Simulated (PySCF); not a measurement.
**C7H12: density, localisation and related maps**

```xyz
19

C     2.1288   -0.5908    1.2680
C     0.8611   -0.9879    1.0731
C     0.1831   -0.8273   -0.2149
C     0.1968   -2.1419   -1.1486
C    -1.2142   -0.3521   -0.0335
C    -2.0929   -1.1776    0.4724
C    -1.5048    0.9585   -0.6304
H     2.7702   -0.0116    0.5140
H     2.7273   -0.7957    2.1780
H     0.3676   -1.6478    1.7705
H     0.9076   -0.0243   -0.7496
H    -0.1942   -3.0497   -0.6677
H    -0.3938   -1.9980   -2.1409
H     1.1369   -2.4345   -1.3670
H    -3.1358   -0.9017    0.7560
H    -1.7765   -2.0272    1.0305
H    -2.4141    0.9851   -1.2223
H    -0.5976    1.3328   -1.2490
H    -1.4837    1.5830    0.2070
```

Geometry: GFN2-xTB, MD frame at 250 fs, 600 K.

Method: PBE0/pcSseg-1, SCF density, gas phase, non-relativistic (PySCF 2.14.0).

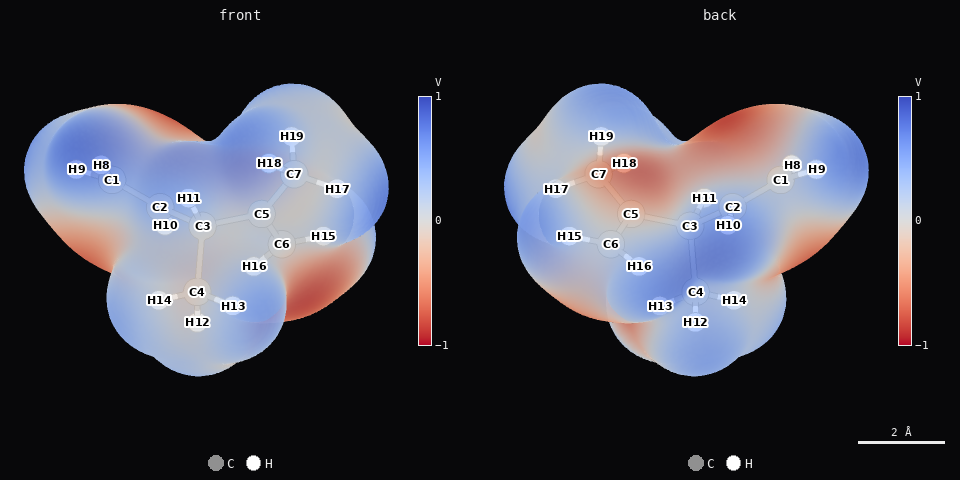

Figure 1. The molecular electrostatic potential painted on the density surface at 0.002 e/bohr³, seen from the front and from behind; the colour scale runs from red (negative) to blue (positive).

Q: Which sites attract a positive test charge, and which a negative one?

A: A positive charge is drawn to the negative regions and a negative charge to the positive ones. The most negative region (about −0.8 V) lies over the π face of C1, C2 and C6, the most positive (about +0.7 V) over H8, H9, H10 and H16.

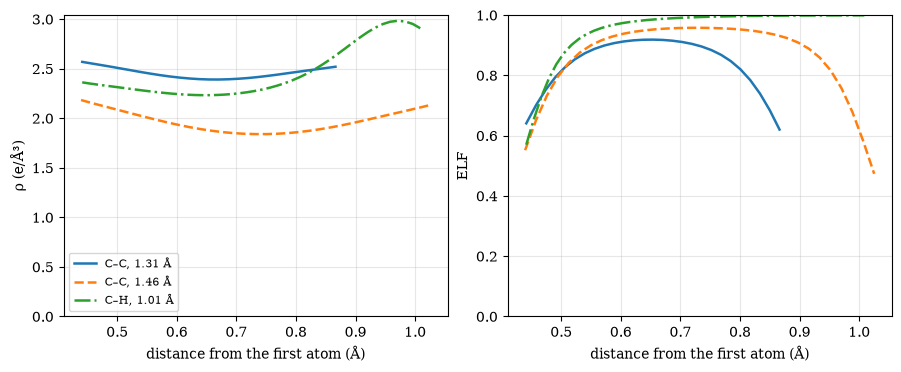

Figure 2. Electron density and electron localisation function along straight lines between neighbouring atoms. The curves leave out the atomic cores.

Q: What can be read from the curves?

A: C–C (1.31 Å): ρ is about 2.4 e/Å³ halfway; the ELF peaks at about 0.90 between the atoms; a short, multiple covalent bond.
C–C (1.46 Å): ρ at the midpoint is about 1.8 e/Å³; the ELF peaks at about 0.95 between the atoms, as expected for a covalent bond.
C–H (1.01 Å): ρ at the midpoint is about 2.3 e/Å³; the ELF climbs to about 1 towards the hydrogen, as it does in any bond to H (a covalent bond by its length).
